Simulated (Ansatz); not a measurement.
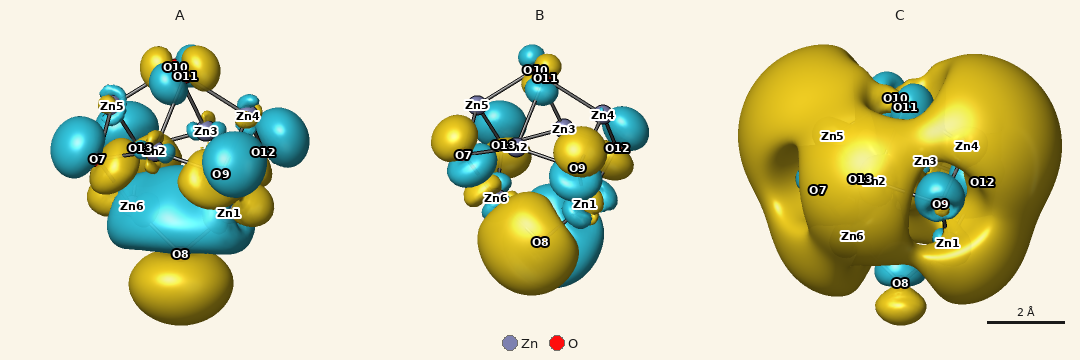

Figure 1: O₇Zn₆. Three frontier orbitals at ±0.04 Å⁻³ᐟ² (yellow and cyan are the two phases), in no order.

Geometry: r2SCAN-D4/def2-SVP.

Computed with RKS PBE0-D4/def2-SVP in Ansatz 0.2.0.

Input file:

```
crystal:
  periodic: [false, false, false]
  atoms:
    - {symbol: Zn, position_ang: [-1.458313, 1.493100, 0.164022]}
    - {symbol: Zn, position_ang: [-1.169949, -1.256898, -0.431056]}
    - {symbol: Zn, position_ang: [1.430593, 1.041468, 0.081917]}
    - {symbol: Zn, position_ang: [-0.343374, 0.651684, -2.107083]}
    - {symbol: Zn, position_ang: [1.457367, -1.575968, 0.611690]}
    - {symbol: Zn, position_ang: [-0.213757, -0.105210, 2.079818]}
    - {symbol: O, position_ang: [-0.349189, -1.896817, 1.107138]}
    - {symbol: O, position_ang: [-1.465347, 1.209973, 1.961285]}
    - {symbol: O, position_ang: [-2.024075, 0.206598, -1.233804]}
    - {symbol: O, position_ang: [1.744050, -0.750942, -1.123027]}
    - {symbol: O, position_ang: [0.479812, -1.088886, -1.855018]}
    - {symbol: O, position_ang: [0.198898, 2.021051, -0.905039]}
    - {symbol: O, position_ang: [1.713284, 0.050856, 1.649168]}
basis:
  gaussian: {orbitals: def2-SVP, initial_orbitals: start.molden}
hamiltonian: {xc: pbe0, dispersion: d4}
scf: {omitted_lower_state_checks: [starts]}
output: {orbitals: {seedname: orbitals}}
```

Launched as:

```sh
ansatz run in.yaml --threads 6 --pin off --events-out ev --progress --plain --max-ram 7833MiB
```

Question: Order the three orbitals by energy and name them.

Answer: A is the HOMO−1 (−6.85 eV). It lies mainly on O8 (about 60 %), Zn1 (about 10 %) and Zn6 (about 10 %). B is the HOMO (−6.30 eV). Its weight (Hirshfeld) is mainly on O8 (about 75 %), Zn1 (about 10 %) and Zn6 (about 10 %); largely a lone pair of O8. C is the LUMO (−2.47 eV). By Hirshfeld shares it lies mainly on Zn4 (about 20 %), Zn5 (about 20 %), Zn3 (about 10 %), Zn2 (about 10 %), Zn1 (about 5 %) and Zn6 (about 5 %).

Question: What is the HOMO–LUMO gap?

Answer: 3.83 eV between the orbital energies.
